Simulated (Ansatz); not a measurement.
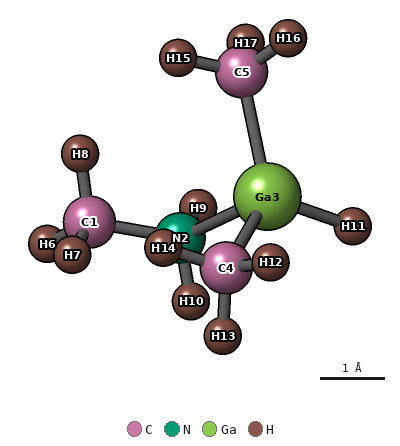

Fig. 1: The structure (ball-and-stick view, seen at a tilt; atoms are numbered from 1 in the order of the input). Sticks mark near contacts. Bond lengths as drawn: C–Ga 1.99 Å, C–H 1.09 Å, C–N 1.46 Å, Ga–H 1.59 Å, Ga–N 2.16 Å and H–N 1.01 Å.

# C$_{3}$H$_{12}$GaN: one change and its effect

System: C$_{3}$H$_{12}$GaN, SMILES C[NH2+][GaH-]([CH3])[CH3].
Method of run A: RKS SPW92 (LDA)/def2-TZVPP (Ansatz 0.2.0).

The geometry comes from this level: PBE0-D4/def2-TZVP. Text and figures count atoms from 1; the logs count them from 0 in places.

Input, run A:
```yaml
crystal:
  periodic: [false, false, false]
  atoms:
    - {symbol: C, position_ang: [0.651720, 1.433702, -1.193558]}
    - {symbol: N, position_ang: [1.180286, 0.872936, 0.052067]}
    - {symbol: Ga, position_ang: [-0.007072, -0.712555, 0.912214]}
    - {symbol: C, position_ang: [0.061838, -2.042095, -0.571658]}
    - {symbol: C, position_ang: [-1.717123, 0.263894, 1.222985]}
    - {symbol: H, position_ang: [1.278726, 2.232494, -1.598309]}
    - {symbol: H, position_ang: [0.569297, 0.636557, -1.931842]}
    - {symbol: H, position_ang: [-0.348076, 1.824991, -1.007546]}
    - {symbol: H, position_ang: [1.264697, 1.591207, 0.762939]}
    - {symbol: H, position_ang: [2.110715, 0.495241, -0.089442]}
    - {symbol: H, position_ang: [0.930685, -0.971402, 2.174401]}
    - {symbol: H, position_ang: [-0.366694, -2.992262, -0.240156]}
    - {symbol: H, position_ang: [1.086113, -2.253722, -0.893257]}
    - {symbol: H, position_ang: [-0.511600, -1.721412, -1.446126]}
    - {symbol: H, position_ang: [-2.232624, 0.509770, 0.290158]}
    - {symbol: H, position_ang: [-2.399221, -0.357759, 1.810047]}
    - {symbol: H, position_ang: [-1.570669, 1.190014, 1.787083]}
basis:
  gaussian: {orbitals: def2-TZVPP}
hamiltonian: {xc: lda}
output: {orbitals: {seedname: orbitals}}
```

Command:
```bash
ansatz run in.yaml --threads 8 --pin off --events-out ev --progress --plain --max-ram 18278MiB
```

Hardware: 8 threads of Arm Neoverse V2, 23 GiB of memory available, shared host.

Output (run A):
```
Functional definition: SPW92
  exchange = slater_x
  correlation = pw_c
1771 factors; their error is unknown
mean field evaluation 1: about -57021.0394 eV, gradient 1.2e2 eV
mean field evaluation 2: about -56965.0724 eV, gradient 1.9e2 eV
mean field evaluation 4: about -57049.9185 eV, gradient 1.7e1 eV
mean field evaluation 8: about -57050.5410 eV, gradient 2.1e-1 eV
mean field evaluation 16: about -57050.5022 eV, gradient 5.5e-4 eV
mean field -57050.50223170 eV, -2096.5672867956 hartree, gradient 2.8e-5 eV, S^2 0.000000; 0 other end points of the search recorded, 0 dependent functions left out
reference -57050.50228121 eV, -2096.5672886150 hartree; 34, 34 occupied and 306, 306 virtual orbitals, 1771 factors
Total energy: -57050.50228121 eV, -2096.5672886150 hartree
```

The input of run B differs as follows (lines with − go, lines with + come):
```diff
-hamiltonian: {xc: lda}
+hamiltonian: {xc: {name: wB97X-V}}
```

How does run B compare with run A?

The total energies belong to different methods, so their difference says nothing on which is more stable or more accurate. The HOMO goes from −5.78 to −9.20 eV. The LUMO goes from −0.71 to 2.14 eV.

Output (run B):
```
Functional definition: wB97X-V
  parameter omega = 0.3/bohr
  parameter cx = 0.167
  parameter cx1 = 0.603
  parameter cx2 = 1.194
  parameter css0 = 0.556
  parameter css1 = -0.257
  parameter cos0 = 1.219
  parameter cos1 = -1.850
  parameter b = 6.0
  parameter c = 0.01
  exchange = spin_sum(e_x_unif_sr(omega)*poly(b97_u_x, 1 - cx, cx1, cx2)) + cx*exact_x_sr(omega) + exact_x_lr(omega)
  correlation = spin_sum(e_c_pw_same_spin*poly(b97_u_same, css0, css1))
      + integral(e_c_pw_opposite_spin*poly(b97_u_opposite, cos0, cos1)) + vv10(b, c)
1806 factors; their error is unknown
480 factors; integrals over basis functions are off by at most 7.6e-6 eV
mean field evaluation 1: about -57162.8579 eV, gradient 6.4e1 eV
mean field evaluation 2: about -57166.0280 eV, gradient 5.3e1 eV
mean field evaluation 4: about -57171.1243 eV, gradient 2.6e0 eV
mean field evaluation 8: about -57171.1492 eV, gradient 4.8e-2 eV
mean field evaluation 16: about -57171.2503 eV, gradient 3.7e-5 eV
mean field -57171.25030300 eV, -2101.0046965701 hartree, gradient 3.7e-5 eV, S^2 0.000000; 0 other end points of the search recorded, 0 dependent functions left out
reference -57171.25030051 eV, -2101.0046964785 hartree; 34, 34 occupied and 306, 306 virtual orbitals, 1806 factors
Total energy: -57171.25030051 eV, -2101.0046964785 hartree
```

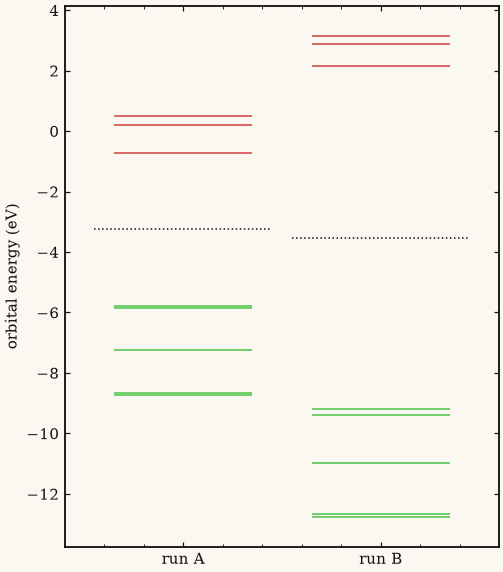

Fig. 2: The five highest filled and three lowest empty orbital energies of the two runs; the dotted lines part filled from empty levels. The HOMO–LUMO gap is 5.07 eV in run A and 11.34 eV in run B.

The two runs side by side:

| quantity | run A | run B |
| --- | --- | --- |
| outcome | converged | converged |
| total energy (hartree) | −2096.567289 | −2101.004696 |
| HOMO (eV) | −5.78 | −9.20 |
| LUMO (eV) | −0.71 | 2.14 |
| basis functions | 340 | 340 |
| wall time (shared host) | 1.3 s | 7.5 s |
